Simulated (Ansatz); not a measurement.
CH₆ClNOSi₂: nudged elastic band

- system: CH₆ClNOSi₂
- method: RKS BHLYP-D4/def2-SVP (Ansatz 0.2.0)

It belongs to a series of runs on one base structure; here: band between the two ends. Figures and captions count atoms from 1; the log counts them from 0 in places.

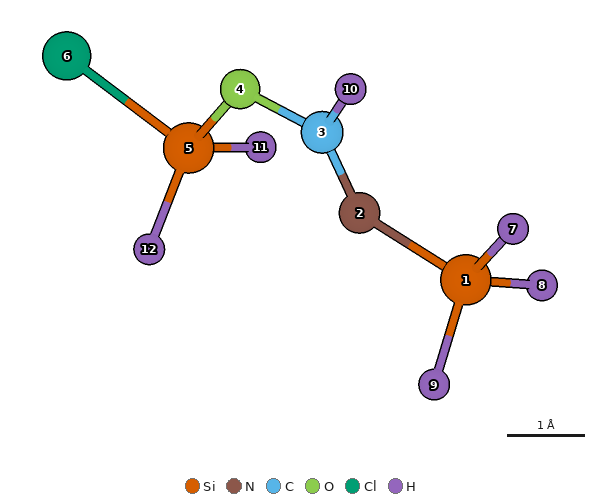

Fig. 1: The structure as given in the input (ball-and-stick view, seen at a tilt; atoms are numbered from 1 in the order of the input).

**Key numbers**

- outcome: converged
- barrier, forward: 1.681 eV
- barrier, backward: 0.011 eV
- hardware: 2 threads of Arm Neoverse V1, 24 GiB of memory available, shared host
- wall time: 8 min (CPU time 16 min)
- peak memory: 0.32 GiB

The order of the saddle point was not checked.

**The input**
```yaml
crystal:
  periodic: [false, false, false]
  atoms:
    - { symbol: Si, position_ang: [-0.395558, -2.258336, 0.30589] }
    - { symbol: "N", position_ang: [-0.080168, -0.567766, 0.066258] }
    - { symbol: C, position_ang: [0.665948, -0.037433, -0.789052] }
    - { symbol: O, position_ang: [0.815127, 1.276642, -0.859672] }
    - { symbol: Si, position_ang: [-0.059155, 2.203839, 0.260003] }
    - { symbol: Cl, position_ang: [0.457814, 4.134192, -0.219635] }
    - { symbol: H, position_ang: [0.349619, -3.091019, -0.67621] }
    - { symbol: H, position_ang: [-1.844462, -2.503129, 0.147284] }
    - { symbol: H, position_ang: [0.014668, -2.633687, 1.675373] }
    - { symbol: H, position_ang: [1.259867, -0.557872, -1.550587] }
    - { symbol: H, position_ang: [-1.501088, 2.048544, 0.047692] }
    - { symbol: H, position_ang: [0.394488, 1.930725, 1.626755] }
basis:
  gaussian: { orbitals: def2-SVP }
hamiltonian:
  xc: { name: BHLYP }
  dispersion: d4
neb:
  order_check: false
  images: 4
  f_tol: 0.05
  max_iterations: 60
  climbing: false
  final_atoms:
    - { symbol: Si, position_ang: [-0.12889122, -2.51714345, 0.0382422] }
    - { symbol: "N", position_ang: [-0.07228275, -0.74623357, 0.03301088] }
    - { symbol: C, position_ang: [1.04950411, -0.17662734, -0.39207911] }
    - { symbol: O, position_ang: [1.01394039, 1.14744057, -0.36012024] }
    - { symbol: Si, position_ang: [0.02680871, 2.43341124, 0.00730005] }
    - { symbol: Cl, position_ang: [1.09727009, 4.12385618, -0.40747192] }
    - { symbol: H, position_ang: [0.04137046, -3.04449794, -1.32728078] }
    - { symbol: H, position_ang: [-1.48118415, -2.8478736, 0.54267085] }
    - { symbol: H, position_ang: [0.89471616, -3.06941949, 0.94352422] }
    - { symbol: H, position_ang: [-0.86746348, -0.19213256, 0.35046529] }
    - { symbol: H, position_ang: [-1.18186199, 2.40793649, -0.83426333] }
    - { symbol: H, position_ang: [-0.31482633, 2.42598345, 1.44010087] }
  initial_path:
    images:
      - { positions_ang: [[-0.395558, -2.258336, 0.30589], [-0.080168, -0.567766, 0.066258], [0.665948, -0.037433, -0.789052], [0.815127, 1.276642, -0.859672], [-0.059155, 2.203839, 0.260003], [0.457814, 4.134192, -0.219635], [0.349619, -3.091019, -0.67621], [-1.844462, -2.503129, 0.147284], [0.014668, -2.633687, 1.675373], [1.259867, -0.557872, -1.550587], [-1.501088, 2.048544, 0.047692], [0.394488, 1.930725, 1.626755]] }
      - { positions_ang: [[-0.354889, -2.36664208, 0.22682744], [-0.15491055, -0.63996109, 0.07166108], [0.6971578, -0.12575332, -0.67635285], [0.92527295, 1.1945992, -0.75700965], [-0.02422193, 2.22094302, 0.13779198], [0.65612688, 4.09338273, -0.33886781], [0.09349179, -3.03309763, -0.92859009], [-1.72350924, -2.65917311, 0.39836792], [0.35457519, -2.76735464, 1.340824], [0.81725523, -0.15425585, -0.75585462], [-1.42176736, 2.13249601, -0.24916393], [0.21251824, 2.04951674, 1.56446554]] }
      - { positions_ang: [[-0.31422, -2.47494816, 0.14776487], [-0.2296531, -0.71215617, 0.07706416], [0.7283676, -0.21407365, -0.56365371], [1.0354189, 1.1125564, -0.6543473], [0.01071115, 2.23804704, 0.01558095], [0.85443976, 4.05257347, -0.45810062], [-0.16263542, -2.97517625, -1.18097018], [-1.60255648, -2.81521722, 0.64945183], [0.69448238, -2.90102228, 1.00627501], [0.37464346, 0.24936031, 0.03887775], [-1.34244673, 2.21644803, -0.54601985], [0.03054848, 2.16830848, 1.50217608]] }
      - { positions_ang: [[-0.26088665, -2.52670964, 0.09423531], [-0.22807605, -0.74784968, 0.07041474], [0.80507882, -0.24191252, -0.48425913], [1.07518158, 1.08671612, -0.55443694], [0.02790389, 2.28396149, -0.03495964], [0.98233098, 4.05050631, -0.495668], [-0.22428513, -2.96587204, -1.31118434], [-1.52990091, -2.88416614, 0.7285292], [0.87049202, -2.98816877, 0.85990525], [-0.05082263, 0.32250819, 0.41908821], [-1.27860153, 2.28832652, -0.72241092], [-0.11131438, 2.26736017, 1.46484525]] }
      - { positions_ang: [[-0.19488893, -2.52192655, 0.06623876], [-0.1501794, -0.74704163, 0.05171281], [0.92729146, -0.20926993, -0.43816912], [1.04456098, 1.11707835, -0.45727859], [0.0273563, 2.35868637, -0.01382979], [1.03980053, 4.08718125, -0.45156996], [-0.09145734, -3.00518499, -1.31923256], [-1.50554253, -2.86601987, 0.63560003], [0.88260409, -3.02879413, 0.90171474], [-0.45914306, 0.06518782, 0.38477675], [-1.23023176, 2.34813151, -0.77833713], [-0.21307036, 2.34667181, 1.45247306]] }
      - { positions_ang: [[-0.12889122, -2.51714345, 0.0382422], [-0.07228275, -0.74623357, 0.03301088], [1.04950411, -0.17662734, -0.39207911], [1.01394039, 1.14744057, -0.36012024], [0.02680871, 2.43341124, 0.00730005], [1.09727009, 4.12385618, -0.40747192], [0.04137046, -3.04449794, -1.32728078], [-1.48118415, -2.8478736, 0.54267085], [0.89471616, -3.06941949, 0.94352422], [-0.86746348, -0.19213256, 0.35046529], [-1.18186199, 2.40793649, -0.83426333], [-0.31482633, 2.42598345, 1.44010087]] }
```

Launch command:
```bash
ansatz run input.yaml --threads 2 --pin off --max-ram 3072MiB --backend cpu --events-out ev --progress --plain --runs-dir out
```

**Output**
```
Engine: ansatz 0.2.0, aarch64-unknown-linux-gnu
Functional definition: BHLYP
  parameter a = 0.5
  exchange = (1 - a)*b88_x + a*exact_x
  correlation = lyp_c
1312 factors; integrals over basis functions are off by at most 5.9e-4 eV
mean field evaluation 1: about -32933.0809 eV, gradient 4.5e1 eV
mean field evaluation 2: about -32932.2465 eV, gradient 4.9e1 eV
mean field evaluation 4: about -32937.0041 eV, gradient 3.3e0 eV
mean field evaluation 8: about -32937.0724 eV, gradient 1.5e-1 eV
mean field evaluation 16: about -32937.0725 eV, gradient 3.2e-5 eV
mean field -32937.07249985 eV, -1210.4150888198 hartree, gradient 3.2e-5 eV, S^2 0.000000; 0 other end points of the search recorded, 0 dependent functions left out
the calculation of the forces begins
reference -32937.07271264 eV, -1210.4150966396 hartree; 36, 36 occupied and 90, 90 virtual orbitals, 1312 factors
1313 factors; integrals over basis functions are off by at most 1.1e-3 eV
mean field evaluation 32: about -32935.4168 eV, gradient 8.5e-5 eV
mean field -32935.41683122 eV, -1210.3542441200 hartree, gradient 8.5e-5 eV, S^2 0.000000; 0 other end points of the search recorded, 0 dependent functions left out
[... from here on the field's lines of each further geometry are left out, up to the last ...]
NEB iter   1: max|band force component| = 2.549e3 eV/Å  barrier→ = 318.5895 eV  barrier← = 316.9186 eV  Δτ_max = 0.2000 Å  (173 SCF iters)
NEB iter   2: max|band force component| = 2.853e2 eV/Å  barrier→ = 50.7593 eV  barrier← = 49.0883 eV  Δτ_max = 0.1019 Å  (141 SCF iters)
NEB iter   3: max|band force component| = 2.308e2 eV/Å  barrier→ = 40.8876 eV  barrier← = 39.2166 eV  Δτ_max = 0.1011 Å  (132 SCF iters)
NEB iter   4: max|band force component| = 1.250e2 eV/Å  barrier→ = 23.5681 eV  barrier← = 21.8971 eV  Δτ_max = 0.2000 Å  (135 SCF iters)
NEB iter   5: max|band force component| = 7.344e1 eV/Å  barrier→ = 16.2223 eV  barrier← = 14.5513 eV  Δτ_max = 0.2000 Å  (144 SCF iters)
NEB iter   6: max|band force component| = 4.766e1 eV/Å  barrier→ = 11.4142 eV  barrier← = 9.7433 eV  Δτ_max = 0.2000 Å  (143 SCF iters)
NEB iter   7: max|band force component| = 2.944e1 eV/Å  barrier→ = 7.8695 eV  barrier← = 6.1985 eV  Δτ_max = 0.2000 Å  (136 SCF iters)
NEB iter   8: max|band force component| = 1.500e1 eV/Å  barrier→ = 4.2228 eV  barrier← = 2.5518 eV  Δτ_max = 0.1987 Å  (143 SCF iters)
NEB iter   9: max|band force component| = 7.652e0 eV/Å  barrier→ = 3.0849 eV  barrier← = 1.4139 eV  Δτ_max = 0.2000 Å  (135 SCF iters)
NEB iter  10: max|band force component| = 6.399e0 eV/Å  barrier→ = 2.1940 eV  barrier← = 0.5231 eV  Δτ_max = 0.1960 Å  (136 SCF iters)
NEB iter  11: max|band force component| = 5.250e0 eV/Å  barrier→ = 1.7357 eV  barrier← = 0.0647 eV  Δτ_max = 0.1965 Å  (134 SCF iters)
NEB iter  12: max|band force component| = 2.110e0 eV/Å  barrier→ = 1.7195 eV  barrier← = 0.0486 eV  Δτ_max = 0.2000 Å  (129 SCF iters)
NEB iter  13: max|band force component| = 8.059e-1 eV/Å  barrier→ = 1.7065 eV  barrier← = 0.0355 eV  Δτ_max = 0.1992 Å  (130 SCF iters)
NEB iter  14: max|band force component| = 6.594e-1 eV/Å  barrier→ = 1.7050 eV  barrier← = 0.0340 eV  Δτ_max = 0.1579 Å  (131 SCF iters)
NEB iter  15: max|band force component| = 6.266e-1 eV/Å  barrier→ = 1.7039 eV  barrier← = 0.0330 eV  Δτ_max = 0.1637 Å  (131 SCF iters)
NEB iter  16: max|band force component| = 5.104e-1 eV/Å  barrier→ = 1.7024 eV  barrier← = 0.0315 eV  Δτ_max = 0.2000 Å  (130 SCF iters)
NEB iter  17: max|band force component| = 6.689e-1 eV/Å  barrier→ = 1.7008 eV  barrier← = 0.0298 eV  Δτ_max = 0.0995 Å  (130 SCF iters)
NEB iter  18: max|band force component| = 5.847e-1 eV/Å  barrier→ = 1.6994 eV  barrier← = 0.0284 eV  Δτ_max = 0.1002 Å  (131 SCF iters)
NEB iter  19: max|band force component| = 4.065e-1 eV/Å  barrier→ = 1.6979 eV  barrier← = 0.0270 eV  Δτ_max = 0.1001 Å  (131 SCF iters)
NEB iter  20: max|band force component| = 2.524e-1 eV/Å  barrier→ = 1.6952 eV  barrier← = 0.0242 eV  Δτ_max = 0.0822 Å  (131 SCF iters)
NEB iter  21: max|band force component| = 1.734e-1 eV/Å  barrier→ = 1.6923 eV  barrier← = 0.0213 eV  Δτ_max = 0.0781 Å  (134 SCF iters)
NEB iter  22: max|band force component| = 1.959e-1 eV/Å  barrier→ = 1.6895 eV  barrier← = 0.0185 eV  Δτ_max = 0.0390 Å  (133 SCF iters)
NEB iter  23: max|band force component| = 1.668e-1 eV/Å  barrier→ = 1.6883 eV  barrier← = 0.0173 eV  Δτ_max = 0.0390 Å  (132 SCF iters)
NEB iter  24: max|band force component| = 8.692e-2 eV/Å  barrier→ = 1.6866 eV  barrier← = 0.0156 eV  Δτ_max = 0.0390 Å  (132 SCF iters)
NEB iter  25: max|band force component| = 9.528e-2 eV/Å  barrier→ = 1.6846 eV  barrier← = 0.0137 eV  Δτ_max = 0.0195 Å  (132 SCF iters)
NEB iter  26: max|band force component| = 7.942e-2 eV/Å  barrier→ = 1.6837 eV  barrier← = 0.0127 eV  Δτ_max = 0.0195 Å  (120 SCF iters)
NEB iter  27: max|band force component| = 5.980e-2 eV/Å  barrier→ = 1.6826 eV  barrier← = 0.0116 eV  Δτ_max = 0.0195 Å  (128 SCF iters)
the calculation of the forces begins
reference -32935.73814623 eV, -1210.3660522289 hartree; 36, 36 occupied and 90, 90 virtual orbitals, 1313 factors
1313 factors; integrals over basis functions are off by at most 1.2e-3 eV
mean field evaluation 928: about -32935.3620 eV, gradient 4.3e-1 eV
mean field -32935.40652959 eV, -1210.3538655422 hartree, gradient 1.5e-5 eV, S^2 0.000000; 1 other end points of the search recorded, 0 dependent functions left out
the calculation of the forces begins
reference -32935.40674295 eV, -1210.3538733830 hartree; 36, 36 occupied and 90, 90 virtual orbitals, 1313 factors
NEB iter  28: max|band force component| = 4.573e-2 eV/Å  barrier→ = 1.6815 eV  barrier← = 0.0105 eV  Δτ_max = 0.0000 Å  (238 SCF iters)
```

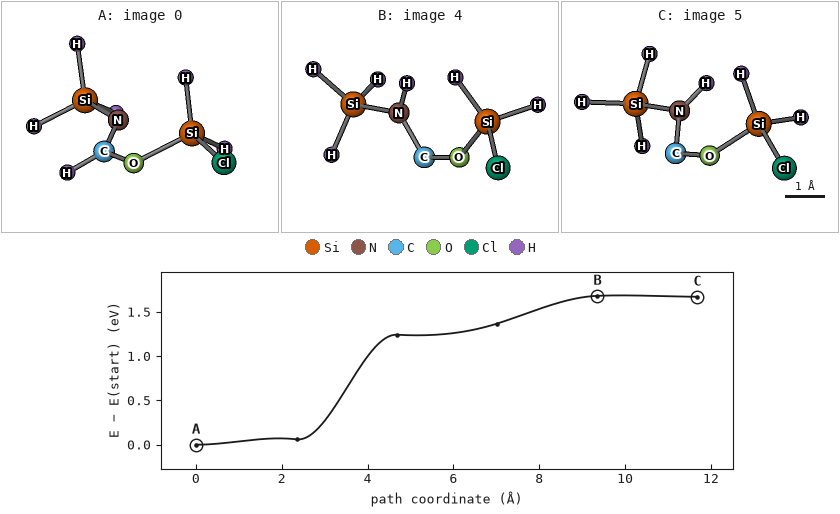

Fig. 2: Images of the last band (counted from 0; ball-and-stick, seen at a tilt) above the energy along the path; the line is a cubic interpolation that uses the forces. The highest image is number 4, 1.682 eV above the start and 0.011 eV above the end; the end lies 1.671 eV above the start. The path is 11.68 Å long. The band converged in 28 iterations.

```
Total energy: -32935.78841472 eV, -1210.3678995616 hartree
Atom 0 at    -0.086692    -2.523600     0.100991 Å, force     0.004401    -0.007555     0.001180 eV/Å
Atom 1 at     0.023996    -0.757364     0.049568 Å, force     0.000170    -0.004859     0.007902 eV/Å
Atom 2 at     0.322764    -0.156828    -1.098424 Å, force    -0.008115     0.010384    -0.034086 eV/Å
Atom 3 at     0.298040     1.169899    -1.010393 Å, force    -0.021231    -0.005327     0.028648 eV/Å
Atom 4 at    -0.027311     2.450779    -0.008765 Å, force     0.003589     0.002039    -0.011775 eV/Å
Atom 5 at     1.379488     3.888234    -0.382949 Å, force     0.009340    -0.006925    -0.003227 eV/Å
Atom 6 at     0.795943    -3.093687    -0.925881 Å, force     0.013578     0.001441     0.005357 eV/Å
Atom 7 at    -1.485686    -2.955089    -0.107123 Å, force    -0.001276    -0.002099    -0.009411 eV/Å
Atom 8 at     0.332312    -2.928027     1.461357 Å, force    -0.005088     0.001471     0.009295 eV/Å
Atom 9 at    -0.182154    -0.207999     0.882676 Å, force     0.009923     0.005406     0.003246 eV/Å
Atom 10 at    -1.358697     2.969088    -0.346225 Å, force    -0.002619     0.017776     0.000850 eV/Å
Atom 11 at     0.065097     2.089295     1.419266 Å, force    -0.002673    -0.011752     0.002021 eV/Å
Dipole moment:    -0.340887    -0.141697     0.665381 e Å
this run last wrote the band of iteration 28 to [file]
```

**The last band as extended XYZ (Å, eV, eV/Å)**
```
12
Properties=species:S:1:pos:R:3:forces:R:3 image=0 energy=-32937.46970
Si   -0.3956   -2.2583    0.3059   -0.0046  -0.0063  -0.0084
N    -0.0802   -0.5678    0.0663    0.0082   0.0072  -0.0012
C     0.6659   -0.0374   -0.7891   -0.0083   0.0012  -0.0003
O     0.8151    1.2766   -0.8597   -0.0054  -0.0002   0.0036
Si   -0.0592    2.2038    0.2600    0.0026  -0.0087  -0.0107
Cl    0.4578    4.1342   -0.2196    0.0019   0.0006   0.0037
H     0.3496   -3.0910   -0.6762    0.0022   0.0028   0.0078
H    -1.8445   -2.5031    0.1473    0.0006   0.0014   0.0030
H     0.0147   -2.6337    1.6754    0.0008  -0.0009  -0.0043
H     1.2599   -0.5579   -1.5506    0.0007   0.0013   0.0061
H    -1.5011    2.0485    0.0477    0.0016  -0.0004   0.0023
H     0.3945    1.9307    1.6268   -0.0003   0.0021  -0.0016
12
Properties=species:S:1:pos:R:3:forces:R:3 image=1 energy=-32937.40928
Si   -0.4763   -2.2116    0.2335    0.0048  -0.0085  -0.0073
N    -0.0473   -0.5416    0.0109    0.0654  -0.0130  -0.0196
C     0.9760   -0.0303   -0.5032   -0.0688  -0.0352   0.0493
O     1.1091    1.2838   -0.5741   -0.0211   0.0149   0.0118
Si   -0.1815    2.1505    0.1189    0.0023   0.0285  -0.0143
Cl    0.3655    4.1123   -0.1788    0.0031  -0.0166   0.0053
H    -0.7811   -2.8408   -1.0730    0.0013  -0.0153  -0.0109
H    -1.6772   -2.2865    1.0879    0.0125   0.0330   0.0106
H     0.6265   -2.9593    0.8862    0.0098  -0.0205  -0.0144
H     1.8394   -0.5560   -0.9290   -0.0094   0.0010   0.0022
H    -1.4314    1.9159   -0.6080    0.0038   0.0187  -0.0093
H    -0.2447    1.9084    1.5629   -0.0035   0.0129  -0.0034
12
Properties=species:S:1:pos:R:3:forces:R:3 image=2 energy=-32936.22742
Si   -0.1833   -2.5676    0.1150   -0.0013  -0.0019  -0.0042
N     0.5765   -0.9826   -0.0738    0.0259   0.0047  -0.0025
C    -0.1100    0.1400    0.0389   -0.0219   0.0023  -0.0084
O     0.6797    1.1925   -0.1620   -0.0203  -0.0063   0.0076
Si   -0.2720    2.5809   -0.0241    0.0085   0.0146  -0.0081
Cl    1.0398    4.1475   -0.2646    0.0080  -0.0002  -0.0093
H    -0.4007   -3.1915   -1.2083   -0.0085   0.0051   0.0010
H    -1.4568   -2.3823    0.8275    0.0123  -0.0041  -0.0090
H     0.7514   -3.4148    0.8863    0.0063  -0.0046   0.0017
H     1.5655   -0.8851   -0.3024   -0.0054  -0.0096   0.0230
H    -1.2527    2.6299   -1.1140   -0.0054   0.0060   0.0173
H    -0.8601    2.6780    1.3154    0.0018  -0.0060  -0.0091
12
Properties=species:S:1:pos:R:3:forces:R:3 image=3 energy=-32936.10089
Si   -0.1526   -2.6684   -0.0518   -0.0125  -0.0230  -0.0253
N     0.3057   -0.9833    0.1853    0.0578   0.0209   0.0450
C    -0.1850    0.0408   -0.4950   -0.0758  -0.0029   0.0410
O     0.4020    1.1451   -0.0202    0.0669  -0.0200   0.1303
Si   -0.1396    2.7109   -0.0194   -0.0278   0.0520  -0.0164
Cl    1.2701    3.8938   -0.9258    0.0005  -0.0054  -0.0457
H     0.5300   -3.2466   -1.2258   -0.0161  -0.0155  -0.0257
H    -1.6140   -2.7925   -0.1870   -0.0114   0.0147  -0.0216
H     0.3180   -3.3442    1.1771   -0.0127  -0.0422  -0.0265
H     0.9725   -0.7373    0.9151    0.0882  -0.0789  -0.0133
H    -1.4251    2.8369   -0.7156   -0.0056  -0.0140  -0.0426
H    -0.2049    3.0895    1.3972   -0.0517   0.1145   0.0008
12
Properties=species:S:1:pos:R:3:forces:R:3 image=4 energy=-32935.78820
Si   -0.0867   -2.5236    0.1010    0.0044  -0.0076   0.0012
N     0.0240   -0.7574    0.0496    0.0002  -0.0049   0.0079
C     0.3228   -0.1568   -1.0984   -0.0081   0.0104  -0.0341
O     0.2980    1.1699   -1.0104   -0.0212  -0.0053   0.0286
Si   -0.0273    2.4508   -0.0088    0.0036   0.0020  -0.0118
Cl    1.3795    3.8882   -0.3829    0.0093  -0.0069  -0.0032
H     0.7959   -3.0937   -0.9259    0.0136   0.0014   0.0054
H    -1.4857   -2.9551   -0.1071   -0.0013  -0.0021  -0.0094
H     0.3323   -2.9280    1.4614   -0.0051   0.0015   0.0093
H    -0.1822   -0.2080    0.8827    0.0099   0.0054   0.0032
H    -1.3587    2.9691   -0.3462   -0.0026   0.0178   0.0008
H     0.0651    2.0893    1.4193   -0.0027  -0.0118   0.0020
12
Properties=species:S:1:pos:R:3:forces:R:3 image=5 energy=-32935.79873
Si   -0.1289   -2.5171    0.0382   -0.0035  -0.0029  -0.0119
N    -0.0723   -0.7462    0.0330   -0.0070   0.0066   0.0104
C     1.0495   -0.1766   -0.3921    0.0181  -0.0045  -0.0019
O     1.0139    1.1474   -0.3601   -0.0057  -0.0032  -0.0045
Si    0.0268    2.4334    0.0073   -0.0017   0.0081   0.0152
Cl    1.0973    4.1239   -0.4075   -0.0010  -0.0040  -0.0074
H     0.0414   -3.0445   -1.3273    0.0020  -0.0016   0.0008
H    -1.4812   -2.8479    0.5427    0.0006  -0.0021   0.0031
H     0.8947   -3.0694    0.9435    0.0004   0.0040   0.0004
H    -0.8675   -0.1921    0.3505   -0.0039   0.0012  -0.0001
H    -1.1819    2.4079   -0.8343    0.0032   0.0029  -0.0035
H    -0.3148    2.4260    1.4401   -0.0016  -0.0044  -0.0007
```
